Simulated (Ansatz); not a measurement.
## Geometry relaxation of CoPH3Cl5 (charge −2) (part 2 of 2)

The same run, continued: CoPH3Cl5, charge −2, multiplicity 3; UKS PBE0-D4/def2-SVPD (Ansatz 0.2.0). The geometry: PBE0-D4/def2-SVPD start.

Geometry of the input (Å):
```
Co 0.0202  0.0436  -0.9266
P  -0.0174  -0.0362  1.2596
H  1.1439  -0.5119  1.9224
H  -1.0082  -0.8390  1.8727
H  -0.2142  1.1812  1.9695
Cl -0.0235  -0.0411  -3.2164
Cl 2.3209  0.0560  -0.7752
Cl -2.2867  0.0740  -0.6747
Cl 0.0343  2.3396  -0.8147
Cl 0.0308  -2.2663  -0.6167
```

```
Total energy: -109528.64370914 eV, -4025.1034151297 hartree
Atom 0 at     0.105284     0.102983    -1.047591 Å, force    -0.005400    -0.002726     0.003732 eV/Å
Atom 1 at    -0.115149    -0.114121     1.180751 Å, force     0.001718     0.004268     0.014399 eV/Å
Atom 2 at     1.119005    -0.453021     1.795349 Å, force    -0.012982     0.003189    -0.005216 eV/Å
Atom 3 at    -1.019437    -0.978105     1.823976 Å, force     0.006617     0.006655    -0.005723 eV/Å
Atom 4 at    -0.398358     1.134191     1.795692 Å, force     0.002146    -0.013448    -0.005671 eV/Å
Atom 5 at    -0.081497    -0.081564    -3.327672 Å, force     0.000633     0.001555     0.000444 eV/Å
Atom 6 at     2.505793     0.048279    -0.724914 Å, force    -0.000138     0.001811    -0.001699 eV/Å
Atom 7 at    -2.347642     0.187701    -0.380059 Å, force     0.004656    -0.001724     0.000896 eV/Å
Atom 8 at     0.134502     2.505236    -0.735181 Å, force     0.002958    -0.001397    -0.001429 eV/Å
Atom 9 at     0.097509    -2.351577    -0.380352 Å, force    -0.000210     0.001818     0.000267 eV/Å
Dipole moment:    -0.241612    -0.242447     1.226455 e Å
Checks for a lower state left out: stability, starts, cluster_reference, orbital_swaps, neighbouring_geometries, increment
```

## Trajectory as extended XYZ (Å, eV, eV/Å), 10 frames, from step=1 to step=10
```
10
Properties=species:S:1:pos:R:3:forces:R:3 step=1 energy=-109528.33101
Co    0.0202    0.0436   -0.9266   -0.0369  -0.0680  -0.6307
P    -0.0174   -0.0362    1.2596   -0.0722  -0.1402   0.1987
H     1.1439   -0.5119    1.9224    0.0072   0.0039  -0.0731
H    -1.0082   -0.8390    1.8727   -0.0024   0.0017  -0.0492
H    -0.2142    1.1812    1.9695    0.0030   0.0113  -0.0902
Cl   -0.0235   -0.0411   -3.2164    0.0003   0.0025  -0.0761
Cl    2.3209    0.0560   -0.7752    0.9443  -0.0004   0.1396
Cl   -2.2867    0.0740   -0.6747   -0.8577   0.0158   0.2237
Cl    0.0343    2.3396   -0.8147    0.0028   0.9932   0.0960
Cl    0.0308   -2.2663   -0.6167    0.0115  -0.8199   0.2614
10
Properties=species:S:1:pos:R:3:forces:R:3 step=2 energy=-109528.54858
Co    0.0251    0.0534   -0.9534    0.0021   0.0036  -0.5506
P    -0.0302   -0.0595    1.2337   -0.0721  -0.1367   0.2126
H     1.1443   -0.5287    1.8761   -0.0237   0.0173  -0.0569
H    -1.0244   -0.8591    1.8437    0.0374   0.0372  -0.0506
H    -0.2223    1.1764    1.9112    0.0005  -0.0124  -0.0556
Cl   -0.0217   -0.0355   -3.2482   -0.0117  -0.0153   0.0378
Cl    2.3934    0.0604   -0.7371    0.3415   0.0269   0.0979
Cl   -2.3415    0.0860   -0.5963   -0.3146   0.0425   0.1444
Cl    0.0364    2.4205   -0.8017    0.0144   0.3561   0.0678
Cl    0.0408   -2.3138   -0.5281    0.0261  -0.3192   0.1531
10
Properties=species:S:1:pos:R:3:forces:R:3 step=3 energy=-109528.62106
Co    0.0241    0.0468   -1.0297    0.0879   0.1312  -0.1193
P    -0.0543   -0.1013    1.1702   -0.0436  -0.0758   0.3365
H     1.1352   -0.5556    1.7904   -0.0415   0.0072  -0.0181
H    -1.0490   -0.8924    1.7806    0.0432   0.0121   0.0132
H    -0.2434    1.1542    1.8102   -0.0050  -0.0337  -0.0683
Cl   -0.0636   -0.1014   -3.3120   -0.0137  -0.0081   0.0185
Cl    2.4368    0.1438   -0.6193    0.0881  -0.0765  -0.0314
Cl   -2.3757    0.2017   -0.4442   -0.0215  -0.0751  -0.0134
Cl    0.0778    2.4661   -0.7388   -0.0427   0.1372  -0.0798
Cl    0.1120   -2.3620   -0.4072   -0.0510  -0.0185  -0.0378
10
Properties=species:S:1:pos:R:3:forces:R:3 step=4 energy=-109528.59864 accepted=F
Co    0.0636    0.1265   -0.9991    0.0690  -0.0986  -0.2197
P    -0.0688   -0.1710    1.2237    0.0186   0.1888  -0.6051
H     1.1311   -0.6103    1.8227    0.0483   0.0500   0.1188
H    -1.0520   -0.9619    1.8361   -0.0768   0.0144   0.0677
H    -0.2753    1.1322    1.7495    0.0406  -0.0710   0.2794
Cl   -0.0861   -0.1327   -3.2749    0.0160   0.0625  -0.0341
Cl    2.4780    0.1631   -0.5923   -0.0880  -0.0086   0.0623
Cl   -2.3472    0.2175   -0.3969   -0.0031  -0.0021   0.0831
Cl    0.0738    2.5705   -0.9094   -0.0258  -0.1215   0.1085
Cl    0.0828   -2.3339   -0.4596    0.0012  -0.0139   0.1393
10
Properties=species:S:1:pos:R:3:forces:R:3 step=5 energy=-109528.63852
Co    0.0516    0.0871   -1.0344    0.0624   0.0572  -0.0107
P    -0.0594   -0.1201    1.1862   -0.0441  -0.0543  -0.0056
H     1.1312   -0.5666    1.8050    0.0169   0.0073   0.0146
H    -1.0482   -0.9110    1.8000    0.0146   0.0112   0.0295
H    -0.2533    1.1426    1.8067    0.0001   0.0130   0.0052
Cl   -0.0636   -0.0898   -3.3150    0.0047   0.0034   0.0018
Cl    2.4683    0.1076   -0.6088   -0.0287   0.0348  -0.0248
Cl   -2.3559    0.1692   -0.4156   -0.0493   0.0207  -0.0090
Cl    0.0495    2.5239   -0.8113    0.0225  -0.0550  -0.0033
Cl    0.0798   -2.3428   -0.4128    0.0010  -0.0383   0.0023
10
Properties=species:S:1:pos:R:3:forces:R:3 step=6 energy=-109528.64222
Co    0.0865    0.1068   -1.0384   -0.0297  -0.0291  -0.0276
P    -0.0860   -0.1252    1.1837   -0.0361  -0.0306   0.0136
H     1.1221   -0.5303    1.8030    0.0106   0.0149   0.0013
H    -1.0403   -0.9429    1.8152    0.0061   0.0032  -0.0013
H    -0.3147    1.1316    1.8048    0.0043   0.0104   0.0022
Cl   -0.0671   -0.0878   -3.3178    0.0017   0.0036  -0.0043
Cl    2.4815    0.0986   -0.6665    0.0186  -0.0058   0.0021
Cl   -2.3577    0.1876   -0.3931    0.0176   0.0005   0.0033
Cl    0.0876    2.5123   -0.7990    0.0028   0.0234   0.0082
Cl    0.0883   -2.3506   -0.3919    0.0040   0.0096   0.0024
10
Properties=species:S:1:pos:R:3:forces:R:3 step=7 energy=-109528.64302
Co    0.0888    0.0994   -1.0441    0.0221   0.0209   0.0036
P    -0.1020   -0.1239    1.1831    0.0298   0.0218  -0.0021
H     1.1211   -0.4953    1.7974   -0.0033   0.0011  -0.0014
H    -1.0310   -0.9582    1.8287   -0.0098  -0.0106  -0.0032
H    -0.3497    1.1328    1.7970   -0.0073  -0.0007  -0.0005
Cl   -0.0669   -0.0754   -3.3255   -0.0090  -0.0118  -0.0033
Cl    2.4910    0.0759   -0.6905   -0.0033  -0.0068   0.0022
Cl   -2.3497    0.1857   -0.3844   -0.0128  -0.0009  -0.0031
Cl    0.1075    2.5093   -0.7761   -0.0036  -0.0011   0.0102
Cl    0.0909   -2.3503   -0.3856   -0.0028  -0.0120  -0.0025
10
Properties=species:S:1:pos:R:3:forces:R:3 step=8 energy=-109528.64344
Co    0.0969    0.1021   -1.0465    0.0074   0.0053   0.0033
P    -0.1073   -0.1205    1.1816    0.0127   0.0215   0.0199
H     1.1219   -0.4735    1.7974   -0.0172  -0.0001  -0.0106
H    -1.0238   -0.9699    1.8265    0.0007   0.0002  -0.0059
H    -0.3742    1.1325    1.7957    0.0006  -0.0145  -0.0078
Cl   -0.0716   -0.0771   -3.3280   -0.0065  -0.0062   0.0024
Cl    2.4967    0.0614   -0.7045    0.0014  -0.0001  -0.0017
Cl   -2.3489    0.1901   -0.3795   -0.0013  -0.0072  -0.0027
Cl    0.1179    2.5079   -0.7599    0.0037   0.0004   0.0052
Cl    0.0925   -2.3529   -0.3827   -0.0015   0.0006  -0.0022
10
Properties=species:S:1:pos:R:3:forces:R:3 step=9 energy=-109528.64361
Co    0.1035    0.1038   -1.0479   -0.0011  -0.0050   0.0046
P    -0.1131   -0.1159    1.1805    0.0039   0.0046   0.0277
H     1.1200   -0.4595    1.7953   -0.0198   0.0042  -0.0094
H    -1.0212   -0.9760    1.8238    0.0109   0.0089  -0.0056
H    -0.3913    1.1336    1.7966    0.0037  -0.0193  -0.0117
Cl   -0.0774   -0.0801   -3.3285   -0.0029  -0.0007   0.0014
Cl    2.5026    0.0537   -0.7180    0.0033  -0.0018  -0.0021
Cl   -2.3474    0.1867   -0.3768   -0.0003   0.0025  -0.0050
Cl    0.1304    2.5065   -0.7445   -0.0009   0.0012   0.0014
Cl    0.0939   -2.3528   -0.3806    0.0032   0.0056  -0.0013
10
Properties=species:S:1:pos:R:3:forces:R:3 step=10 energy=-109528.64367
Co    0.1053    0.1030   -1.0476   -0.0054  -0.0027   0.0037
P    -0.1151   -0.1141    1.1808    0.0017   0.0043   0.0144
H     1.1190   -0.4530    1.7953   -0.0130   0.0032  -0.0052
H    -1.0194   -0.9781    1.8240    0.0066   0.0067  -0.0057
H    -0.3984    1.1342    1.7957    0.0021  -0.0134  -0.0057
Cl   -0.0815   -0.0816   -3.3277    0.0006   0.0016   0.0004
Cl    2.5058    0.0483   -0.7249   -0.0001   0.0018  -0.0017
Cl   -2.3476    0.1877   -0.3801    0.0047  -0.0017   0.0009
Cl    0.1345    2.5052   -0.7352    0.0030  -0.0014  -0.0014
Cl    0.0975   -2.3516   -0.3804   -0.0002   0.0018   0.0003
```

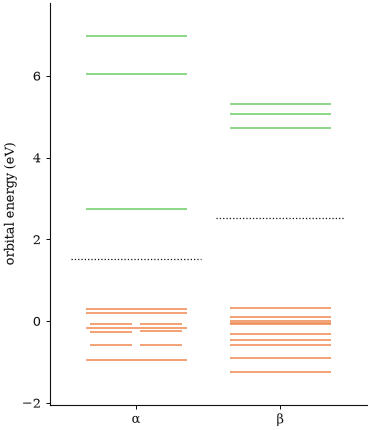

**Figure 1.** Orbital energies near the frontier for α and β spins; the dotted line parts filled from empty levels, and levels within 0.02 eV of each other stand side by side. α: highest filled 0.30 eV, lowest empty 2.74 eV, 2.44 eV apart; β: highest filled 0.33 eV, lowest empty 4.73 eV, 4.40 eV apart.

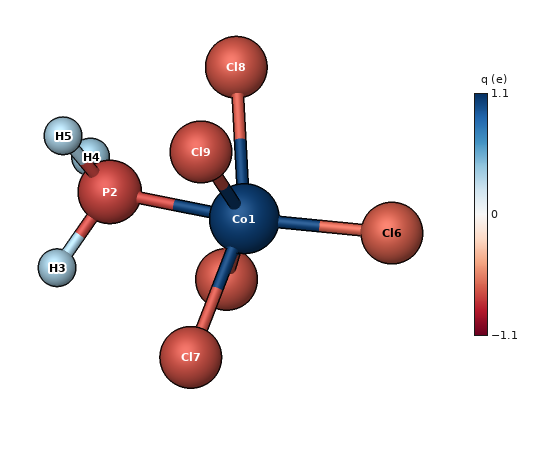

**Figure 2.** Mulliken charges, as the colour of each atom (ball-and-stick view, seen at a tilt; atoms are numbered from 1 in the order of the input). By element: Co +1.03, P −0.73, H +0.36 to +0.40 and Cl −0.70 to −0.65 e.
